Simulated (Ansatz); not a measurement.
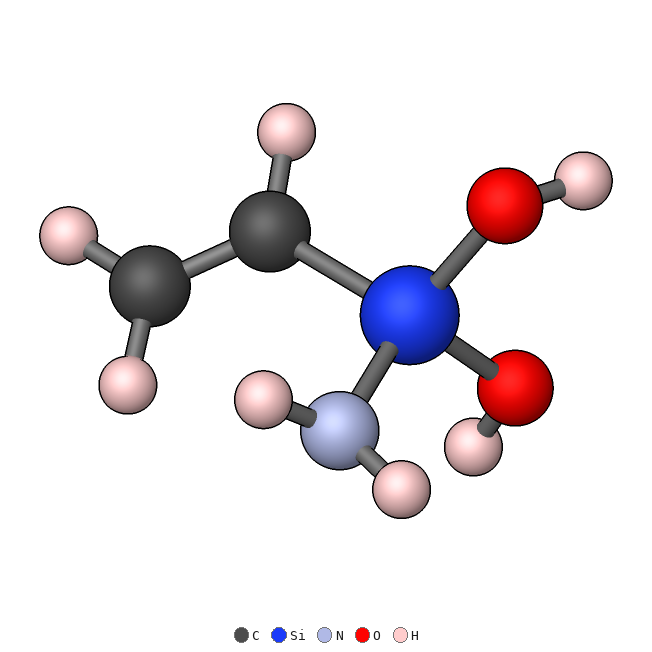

The picture comes from a calculation with Ansatz.

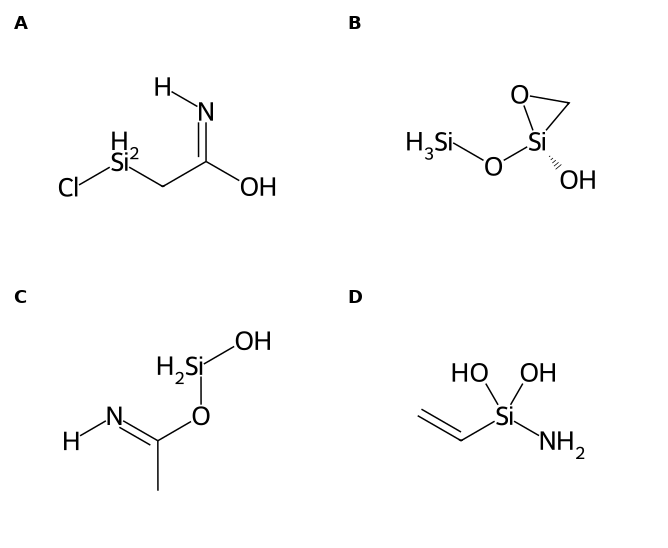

> Which structural formula matches the 3D model?

D, `C=C[Si](N)(O)O`.
